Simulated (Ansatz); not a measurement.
## Pressure series in TaAs

Take TaAs (space group I4_1md, No. 109; a = 3.463 Å, c = 11.733 Å) as the base.

Cell and atoms are relaxed at each pressure.

Calculations: PBE (Ansatz, a first-principles code; PAW; 420 eV plane waves; spin-orbit coupling left out).

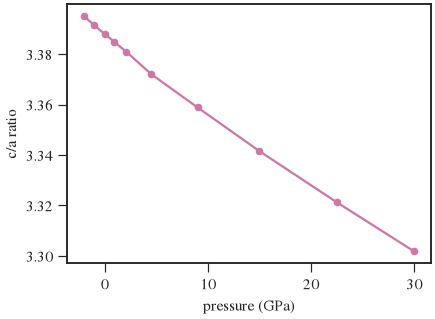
c/a ratio against pressure

Task: From the plot, what is the c/a ratio for pressure 30 GPa?

Result: About 3.302.

Task: Is the trend monotonic over the range shown?

Result: Yes, it falls throughout, spanning 3.302 to 3.395.

Load acts through the strain it causes; cell and atoms are relaxed under it. Whether these cells are dynamically stable was not tested. Competing high-pressure phases were not computed. All final runs are without spin polarisation.
